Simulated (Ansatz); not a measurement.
# CH2BF3O (SMILES OC(F)B(F)F): B2PLYP/def2-SVP

What is the vertical singlet–triplet gap of CH2BF3O at B2PLYP/def2-SVP? 

The calculation is run with Ansatz 0.2.0.

97 further runs of the same task are left out: 97 set aside as unsound or not needed. Runs told in other sessions of the task aren't counted.

**1. Starting point**

CH2BF3O: 8 atoms, total charge 0, spin state singlet. As SMILES, `OC(F)B(F)F`. The coordinates come from a PBE0-D4/def2-TZVP relaxation. This is one conformer, not always the lowest.

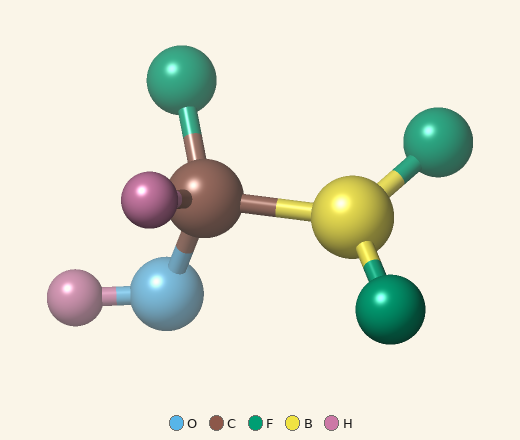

The structure, seen from a chosen angle (oxygen blue, carbon brown, fluorine teal, boron yellow, hydrogen pink).

**2. A single-point energy at B2PLYP/def2-SVP**

input.yaml reads:

```yaml
crystal:
  periodic: [false, false, false]
  atoms:
    - symbol: O
      position_ang: [-0.197300, -1.323900, 0.466200]
    - symbol: C
      position_ang: [0.446500, -0.164100, 0.086400]
    - symbol: F
      position_ang: [1.166700, 0.362800, 1.146700]
    - symbol: B
      position_ang: [-0.673500, 0.866000, -0.392200]
    - symbol: F
      position_ang: [-1.258000, 0.689100, -1.556000]
    - symbol: F
      position_ang: [-1.023000, 1.898300, 0.333000]
    - symbol: H
      position_ang: [0.445400, -2.033100, 0.566400]
    - symbol: H
      position_ang: [1.185400, -0.352200, -0.706200]
basis:
  gaussian:
    orbitals: def2-SVP
hamiltonian:
  xc: {name: B2PLYP}
correlation:
  frozen_orbitals: {B: 1, C: 1, F: 1, H: 0, O: 1}
accuracy: high
output: {orbitals: {seedname: orbitals}}
```

The run is started by

```sh
$ ansatz run input.yaml --threads 1 --pin off --max-ram 3480MiB --events-out events.jsonl --progress --plain --runs-dir runs
```

The program printed:

```text
Warning: RAYON_NUM_THREADS=1 ignored (pool sized by the plan → 1); use --threads N
Functional definition: B2PLYP
  name "B2PLYP"
  parameter a = 0.53
  parameter c = 0.27
  exchange = (1 - a)*b88_x + a*exact_x
  correlation = (1 - c)*lyp_c + c*(mp2_os + mp2_ss)
2125 factors; integrals over basis functions are off by at most 8.8e-9 eV
mean field evaluation 1: about -11915.5349 eV, gradient 4.6e1 eV
mean field evaluation 2: about -11915.9419 eV, gradient 4.6e1 eV
mean field evaluation 4: about -11919.3644 eV, gradient 2.6e0 eV
mean field evaluation 8: about -11919.3999 eV, gradient 2.1e-1 eV
mean field evaluation 16: about -11919.3999 eV, gradient 7.1e-5 eV
mean field -11919.39994466 eV, -438.0298687066 hartree, gradient 2.1e-8 eV, S^2 0.000000; 0 other end points of the search recorded, 0 dependent functions left out
6 core orbitals not correlated: weight in the atoms' cores, before any rotation towards them, 1.000 or more for the frozen orbitals, at most 0.000 for the correlated occupied ones
reference -11919.39996678 eV, -438.0298695197 hartree; 18, 18 occupied and 70, 70 virtual orbitals, 2125 factors
second order -30.86261870 eV of doubles, -0.00000000 eV of singles
Total energy: -11927.73287383 eV, -438.3360982055 hartree
```

Run time: 13 s. Hardware: 1 thread of Arm Neoverse V2, shared host; peak memory 0.32 GiB.

**3. The triplet, same level**

in.yaml reads:

```yaml
crystal:
  periodic: [false, false, false]
  atoms:
    - symbol: O
      position_ang: [-0.197300, -1.323900, 0.466200]
    - symbol: C
      position_ang: [0.446500, -0.164100, 0.086400]
    - symbol: F
      position_ang: [1.166700, 0.362800, 1.146700]
    - symbol: B
      position_ang: [-0.673500, 0.866000, -0.392200]
    - symbol: F
      position_ang: [-1.258000, 0.689100, -1.556000]
    - symbol: F
      position_ang: [-1.023000, 1.898300, 0.333000]
    - symbol: H
      position_ang: [0.445400, -2.033100, 0.566400]
    - symbol: H
      position_ang: [1.185400, -0.352200, -0.706200]
basis:
  gaussian: {orbitals: def2-SVP}
magnetization: {spin_polarized: true, initial_magnetization: 2}
hamiltonian: {xc: {name: B2PLYP}}
correlation: {frozen_orbitals: {B: 1, C: 1, F: 1, H: 0, O: 1}}
accuracy: high
output: {orbitals: {seedname: orbitals}}
```

The run is started by

```sh
$ ansatz run in.yaml --threads 1 --pin off --max-ram 3480MiB --events-out events.jsonl --progress --plain --runs-dir runs
```

The program printed (excerpt; [...] marks lines left out):

```text
Warning: RAYON_NUM_THREADS=1 ignored (pool sized by the plan → 1); use --threads N
[... 2 set-up lines as earlier in the session ...]
[...]
2125 factors; integrals over basis functions are off by at most 8.8e-9 eV
[...]
mean field -11912.03196568 eV, -437.7591004733 hartree, gradient 4.8e-8 eV, S^2 2.006198; 2 other end points of the search recorded, 0 dependent functions left out
6 core orbitals not correlated: weight in the atoms' cores, before any rotation towards them, 1.000 or more for the frozen orbitals, at most 0.000 for the correlated occupied ones
reference -11912.03198885 eV, -437.7591013251 hartree; 19, 17 occupied and 69, 71 virtual orbitals, 2125 factors
second order -31.71678089 eV of doubles, -0.00000000 eV of singles
Total energy: -11920.59551970 eV, -438.0738052790 hartree
```

Wall time 26 s (1 thread of Arm Neoverse V2, shared host); peak memory 0.46 GiB.

**4. Summary of results**

Level: B2PLYP/def2-SVP, 6 core orbitals frozen.

| quantity | value |
| --- | --- |
| singlet: total energy | -438.33610 Eh |
| singlet: HOMO energy (SCF part's orbitals) | -10.77 eV |
| singlet: LUMO energy (SCF part's orbitals) | 1.09 eV |
| singlet: HOMO–LUMO gap (SCF part's orbitals) | 11.87 eV |
| triplet: total energy | -438.07381 Eh |
| triplet: HOMO energy (SCF part's orbitals) (highest over α and β) | -3.72 eV |
| triplet: ⟨S²⟩ | 2.006 |
| vertical energy of the triplet above the singlet | 7.137 eV |

**Reading.** At this shape the triplet lies 7.14 eV (689 kJ/mol) above the singlet.
